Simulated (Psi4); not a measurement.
# singlet [BF2]+: levels of theory compared

Wanted: a comparison of 3 runs (HF/3-21G, B3LYP/6-31G*, HSE06/cc-pVTZ) of singlet [BF2]+. 

The results are computed with Psi4 1.11.

### 1 The system as given

[BF2]+ has 3 atoms, charge +1, and is taken as a singlet. As SMILES of the parent species, `F[B]F`. The coordinates come from a PBE0-D4/def2-TZVP relaxation. That shape belongs to the parent species and isn't relaxed for this state.

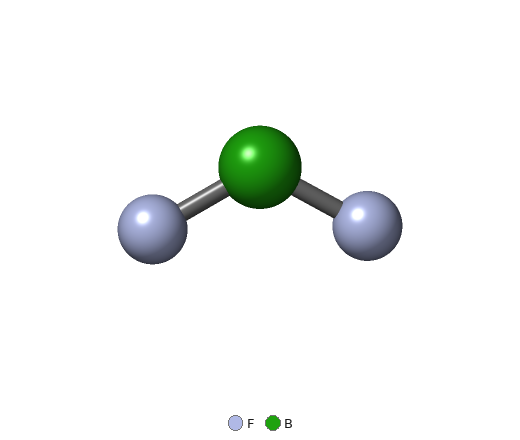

Viewed from a chosen angle; fluorine light blue, boron green.

### 2 The energy at HF/3-21G (run 1)

Input file bf2_ase.py:

```python
import numpy as np
from ase.calculators.psi4 import Psi4
from ase import Atoms

atoms = Atoms(['F', 'B', 'F'], positions=[
    [0.513100, -1.044300, 0.160000],
    [0.279000, 0.240500, 0.181300],
    [-0.802900, 0.738900, -0.354600],
])
calc = Psi4(atoms=atoms, method='scf', basis='3-21G', memory='1600MB', num_threads=1, charge=1, multiplicity=1, label='calc', reference='rhf')
calc.psi4.set_options({'puream': True, 'e_convergence': 1e-09, 'd_convergence': 1e-08, 'scf_type': 'pk'})
atoms.calc = calc

print(f'energy: {atoms.get_potential_energy():.6f} eV')
```

On the command line:

```
$ python bf2_ase.py
```

calc.dat:

```text
[...]
  Running in c1 symmetry.
[...]
  Nuclear repulsion =   55.302284297814481
[...]
  Multiplicity = 1
[...]
  Nalpha       = 11
  Nbeta        = 11
[...]
    Number of basis functions: 27
[...]
   @RHF iter   1:  -221.93433138999040   -3.37646e-01   1.47824e-02 ADIIS/DIIS
[...]
   @RHF iter  11:  -222.03023383960411   -1.73372e-12   7.88309e-09 DIIS
[...]
    Orbital Energies [Eh]
    ---------------------
    Doubly Occupied:
       1A    -26.578090     2A    -26.577813     3A     -8.195395
       4A     -2.002976     5A     -1.970719     6A     -1.143485
       7A     -1.083313     8A     -1.056351     9A     -1.040816
      10A     -0.988301    11A     -0.981609
[...]
  @RHF Final Energy:  -222.03023383960411
   => Energetics <=
    Nuclear Repulsion Energy =             55.3022842978144809
    One-Electron Energy =                -411.4273014711047267
    Two-Electron Energy =                 134.0947833336861379
    Total Energy =                       -222.0302338396041080
[...]
 Multipole Moments:
 ------------------------------------------------------------------------------------
     Multipole            Electronic (a.u.)      Nuclear  (a.u.)        Total (a.u.)
 ------------------------------------------------------------------------------------
 L = 1.  Multiply by 2.5417464519 to convert [e a0] to [Debye]
 Dipole X            :          1.2561222           -0.1337671            1.1223551
 Dipole Y            :          1.1651199           -0.1240793            1.0410406
 Dipole Z            :          0.8255583           -0.0879158            0.7376424
 Magnitude           :                                                    1.6992831
[...]
```

The script printed:

```text
energy: -6041.750402 eV
```

It took 2 s on 1 thread of Intel Xeon Platinum 8375C at 2.90GHz (Ice Lake), shared host; peak memory 0.19 GiB.

### 3 A single-point energy at B3LYP/6-31G(d) (Cartesian functions) (run 2)

Input file input.json:

```json
{
  "schema_name": "qcschema_input",
  "schema_version": 1,
  "molecule": {
    "schema_name": "qcschema_molecule",
    "schema_version": 2,
    "symbols": ["F", "B", "F"],
    "geometry": [0.96961847, -1.97344099, 0.30235618, 0.52723359, 0.45447913, 0.34260735, -1.51726111, 1.39631863, -0.67009688],
    "molecular_charge": 1,
    "molecular_multiplicity": 1,
    "fix_symmetry": "c1"
  },
  "driver": "energy",
  "model": {
    "method": "b3lyp",
    "basis": "6-31G*"
  },
  "keywords": {
    "reference": "rks",
    "puream": false,
    "e_convergence": 1e-09,
    "d_convergence": 1e-08,
    "scf_type": "pk",
    "dft_radial_points": 99,
    "dft_spherical_points": 590
  }
}
```

On the command line:

```
$ psi4 --qcschema input.json -n 1 --memory 1600MB
```

stdout:

```text
[...]
  Running in c1 symmetry.
[...]
  Nuclear repulsion =   55.302284354231006
[...]
  Multiplicity = 1
[...]
  Nalpha       = 11
  Nbeta        = 11
[...]
    Number of basis functions: 45
[...]
   @RKS iter   1:  -224.11215049425991    4.69897e-02   9.60465e-03 ADIIS/DIIS
[...]
   @RKS iter  10:  -224.19053286140860   -3.41061e-13   3.75349e-09 DIIS
[...]
  @RKS Final Energy:  -224.19053286140860
   => Energetics <=
    Nuclear Repulsion Energy =             55.3022843542310056
    One-Electron Energy =                -413.3549273406212592
    Two-Electron Energy =                 153.7394400105284831
    DFT Exchange-Correlation Energy =     -19.8773298855468212
    Empirical Dispersion Energy =           0.0000000000000000
    VV10 Nonlocal Energy =                  0.0000000000000000
    Total Energy =                       -224.1905328614085988
[...]
 Multipole Moments:
 ------------------------------------------------------------------------------------
     Multipole            Electronic (a.u.)      Nuclear  (a.u.)        Total (a.u.)
 ------------------------------------------------------------------------------------
 L = 1.  Multiply by 2.5417464519 to convert [e a0] to [Debye]
 Dipole X            :          1.1918082           -0.1595680            1.0322402
 Dipole Y            :          0.9315298           -0.1247259            0.8068038
 Dipole Z            :          0.0000000           -0.0000000            0.0000000
 Magnitude           :                                                    1.3101344
[...]
```

The result, in JSON:

```text
{
 "driver": "energy",
 "model": {
  "method": "b3lyp",
  "basis": "6-31G*"
 },
 "success": true,
 "return_result": -224.1905328614086,
 "properties": {
  "calcinfo_nbasis": 45,
  "calcinfo_nmo": 45,
  "calcinfo_nalpha": 11,
  "calcinfo_nbeta": 11,
  "calcinfo_natom": 3,
  "nuclear_repulsion_energy": 55.302284354231006,
  "return_energy": -224.1905328614086,
  "scf_one_electron_energy": -413.35492734062126,
  "scf_two_electron_energy": 153.73944001052848,
  "scf_xc_energy": -19.87732988554682,
  "scf_dipole_moment": [1.0322401951166196, 0.8068038476159546, 5.862193671398028e-16],
  "scf_total_energy": -224.1905328614086,
  "scf_iterations": 10
 }
}
```

Wall time 4.8 s (1 thread of Intel Xeon Platinum 8375C at 2.90GHz (Ice Lake), shared host); peak memory 0.42 GiB.

### 4 The energy at HSE06/cc-pVTZ (run 3)

Input file bf2.py:

```python
import psi4

psi4.set_memory(1600000000)
psi4.set_num_threads(1)
psi4.set_output_file('run.log', False)

molecule = psi4.geometry("""
1 1
F
B 1 1.306127
F 2 1.306177 1 121.13842
units angstrom
symmetry c1
""")

psi4.set_options({
    'basis': 'cc-pVTZ',
    'puream': True,
    'e_convergence': 1e-09,
    'd_convergence': 1e-08,
    'scf_type': 'pk',
    'dft_radial_points': 99,
    'dft_spherical_points': 590,
})

E, wfn = psi4.energy('HSE06', molecule=molecule, return_wfn=True)
print(f'HSE06 energy: {E:.10f} Eh')
```

On the command line:

```
$ python bf2.py
```

run.log:

```text
[...]
  Running in c1 symmetry.
[...]
  Nuclear repulsion =   55.302287879686446
[...]
  Multiplicity = 1
[...]
  Nalpha       = 11
  Nbeta        = 11
[...]
    Number of basis functions: 90
[...]
   @RKS iter   1:  -223.99706800069936   -2.65320e-02   5.15834e-03 ADIIS/DIIS
[...]
   @RKS iter  10:  -224.07239396838096   -7.10543e-13   2.30582e-09 DIIS
[...]
  @RKS Final Energy:  -224.07239396838096
   => Energetics <=
    Nuclear Repulsion Energy =             55.3022878796864461
    One-Electron Energy =                -413.4953539390694459
    Two-Electron Energy =                 152.9605958020779042
    DFT Exchange-Correlation Energy =     -18.8399237110758726
    Empirical Dispersion Energy =           0.0000000000000000
    VV10 Nonlocal Energy =                  0.0000000000000000
    Total Energy =                       -224.0723939683809647
[...]
 Multipole Moments:
 ------------------------------------------------------------------------------------
     Multipole            Electronic (a.u.)      Nuclear  (a.u.)        Total (a.u.)
 ------------------------------------------------------------------------------------
 L = 1.  Multiply by 2.5417464519 to convert [e a0] to [Debye]
 Dipole X            :         -1.3676903            0.1763971           -1.1912932
 Dipole Y            :         -0.7715185            0.0995117           -0.6720068
 Dipole Z            :         -0.0000000            0.0000000           -0.0000000
 Magnitude           :                                                    1.3677619
[...]
```

Standard output:

```text
HSE06 energy: -224.0723939684 Eh
```

Run time: 14 s. Hardware: 1 thread of Intel Xeon Platinum 8375C at 2.90GHz (Ice Lake), shared host; peak memory 0.79 GiB.

### 5 All runs side by side

```csv
run,level,Cartesian functions,integration grid,energy (Eh),HOMO energy (eV),LUMO energy (eV),HOMO–LUMO gap (eV),wall time
1,HF/3-21G,no,–,-222.030234,-26.71,-9.64,17.07,2 s
2,B3LYP/6-31G* (Cartesian functions),yes,99 radial × 590 angular,-224.190533,-20.73,-13.48,7.25,4.8 s
3,HSE06/cc-pVTZ,no,99 radial × 590 angular,-224.072394,-20.84,-13.63,7.21,14 s
```

### 6 Results

```
            quantity          value
 run 3: total energy  -224.07239 Eh
  run 3: HOMO energy      -20.84 eV
  run 3: LUMO energy      -13.63 eV
run 3: HOMO–LUMO gap        7.21 eV
```

In words: The HOMO–LUMO gap runs from 7.21 eV (HSE06/cc-pVTZ) to 17.07 eV (HF/3-21G). The two ends differ in method and basis. Totals of different functionals can't be ranked against each other. All runs together took 21 s, the longest 14 s.
